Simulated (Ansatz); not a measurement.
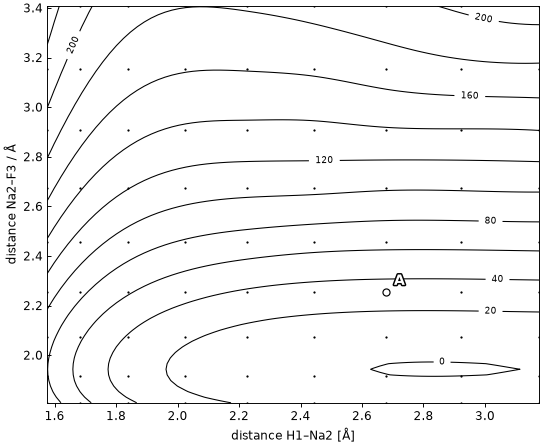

The system H + NaF, spin multiplicity 2. 
- First axis: distance H1–Na2. Second axis: distance Na2–F3.
- Nothing is relaxed (the angle H1–Na2–F3 is fixed at 180 degrees).
- The scan uses a 9 × 9 grid.
- Points are written as (first, second).
- Energies are in kJ/mol, from the lowest grid point.
- Method: UKS PBE0-D4/def2-SVPD in Ansatz 0.2.0.

Drawn: contour lines labelled in kJ/mol, dots at the grid points, the point A. Between grid points the surface is interpolated.

Which way does the force act at A, and how strong is it?

A, at (2.677 Å, 2.255 Å), is not a stationary point. The computed force is 3.4 kJ/mol for each Å towards larger values of distance H1–Na2 and 159 kJ/mol for each Å towards smaller values of distance Na2–F3.
